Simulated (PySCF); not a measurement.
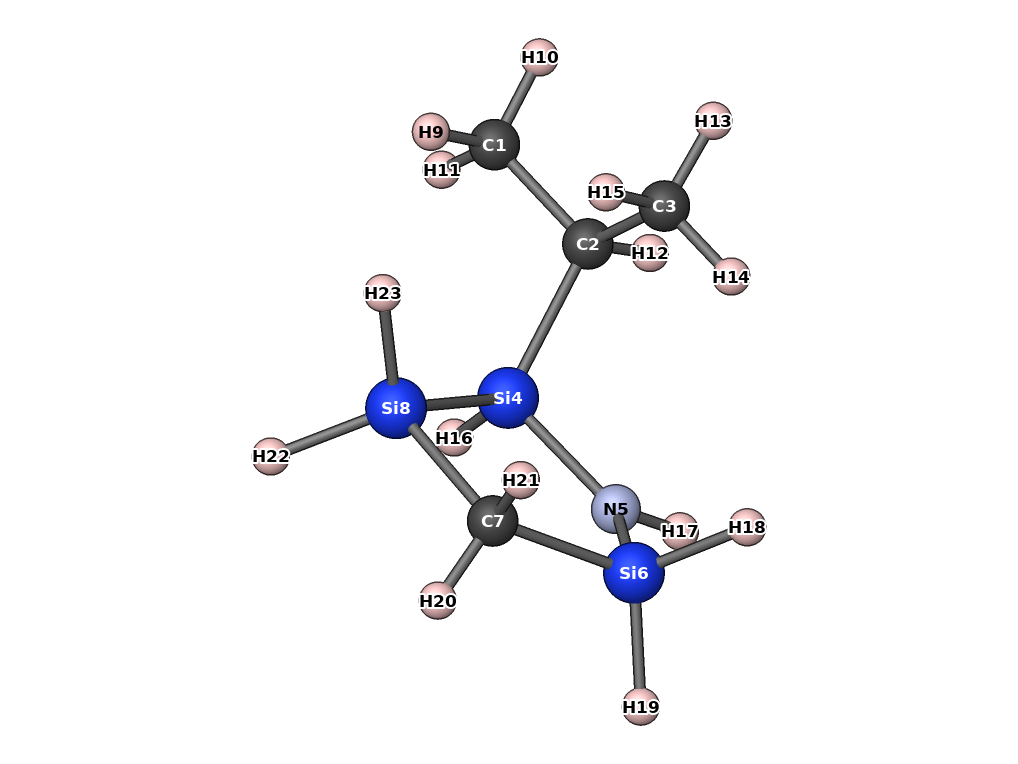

The questions are on ESP-fitted charges. Computed geometry: GFN2-xTB optimisation. No frequency run is at hand to confirm it as a minimum. Properties computed with PBE0/pcSseg-1, gas phase (PySCF 2.14.0).

Give the ESP-fitted charges atom by atom.

```
atom  value (e)
  C1      −0.54
  C2       0.30
  C3      −0.52
 Si4       0.19
  N5      −0.66
 Si6       0.59
  C7      −0.40
 Si8       0.39
  H9       0.12
 H10       0.14
 H11       0.12
 H12       0.01
 H13       0.13
 H14       0.11
 H15       0.14
 H16      −0.10
 H17       0.32
 H18      −0.15
 H19      −0.15
 H20       0.11
 H21       0.09
 H22      −0.12
 H23      −0.12
```

The geometry is semi-empirical. Around Si such bond lengths and angles can be off by a tenth of an ångström or more and by several degrees, and values that hang on the shape move with them.
